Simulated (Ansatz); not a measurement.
Partial pair distribution functions of a relaxed model of amorphous Ga₂₄O₃₇Mg, broadened by 0.06 Å; density 4.94 g/cm³. All values below come from PBE, scalar-relativistic without spin-orbit coupling (plane waves to 420 eV, PAW; Ansatz, a quantum-chemistry and plane-wave program).

A CHGNet melt-quench gave the starting glass, which DFT then relaxed. O atoms were pushed apart under 1.9 Å during the dynamics, to hinder bonds among them. The hot cell started wider than the set density and was brought back towards it in steps. It is the lowest in DFT energy of 2 quenches. It is a model cell: composition and starting density were chosen by hand, and all elements were melted together. No dispersion term was used. Its density started from a set value of 4.94 and ended at 4.94 g/cm³. Cooling (nominally 220 K/ps over its main leg) ran many orders faster than in experiment, which tends to leave more defects and strain. Values belong to this one cell and scatter from quench to quench. The volume was held where the preparation left it, at a PBE pressure of -0.5 GPa (tension). Stress components on the final sampling reach 2.6 GPa.

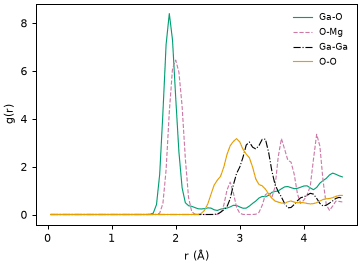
Figure: Partial pair distribution functions

Highest peaks under 4.5 Å: Ga-O near 1.90 Å, O-Mg near 2.00 Å, Ga-Ga near 3.40 Å, O-O near 2.95 Å; pairs of few atoms are noisy.

Within 2.60 Å each Ga has 4.67 O neighbours on average.
